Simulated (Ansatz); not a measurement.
SiO2 (rutile), energy against volume

SiO$_{2}$ (rutile)

```cif
data_O4Si2
_chemical_formula_sum 'Si2 O4'
_space_group_name_H-M_alt 'P 1'
_space_group_IT_number 1
_cell_length_a 4.23616
_cell_length_b 4.23616
_cell_length_c 2.69045
_cell_angle_alpha 90.000
_cell_angle_beta 90.000
_cell_angle_gamma 90.000
loop_
_space_group_symop_operation_xyz
  'x, y, z'
loop_
_atom_site_label
_atom_site_type_symbol
_atom_site_fract_x
_atom_site_fract_y
_atom_site_fract_z
_atom_site_occupancy
Si1 Si 0.50000 0.50000 0.50000 1
Si2 Si 0.00000 0.00000 0.00000 1
O1 O 0.80699 0.80699 0.50000 1
O2 O 0.30699 0.69301 0.00000 1
O3 O 0.69301 0.30699 0.00000 1
O4 O 0.19301 0.19301 0.50000 1
```

Equation-of-state scan: isotropic scaling of the cell above, V₀ being its volume. The atoms relax within the cell's symmetry.

All values below come from PBE (plane waves to 420 eV, PAW, scalar-relativistic; Ansatz, a first-principles code). k mesh 8×8×12 (Γ-centred), Fermi-Dirac smearing 0.05 eV. The energy includes the smearing's −TS. With the shape held, the modulus is that of even scaling; a crystal free to change shape is softer. SiO2 was relaxed with its symmetry unable to fall. The zero of ΔE is the relaxed starting cell.

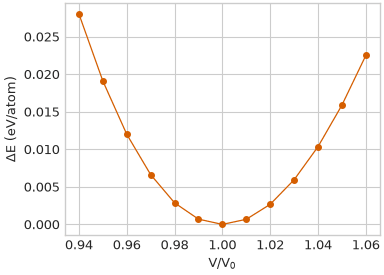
Figure. ΔE (eV/atom) against V/V₀; one marker a computed point.

The pressure at the smallest volume comes out as 19.7 GPa and the energy cost of the largest expansion is 22.5 meV/atom. The energy cost of the largest compression comes out as 28.0 meV/atom and the pressure derivative B₀′ (fit) comes out as 4.5. The equilibrium volume of the fit comes out as 8.05 Å³/atom.

(Under strain, the slope of the energy per volume gives the stress and its curvature an elastic modulus.)
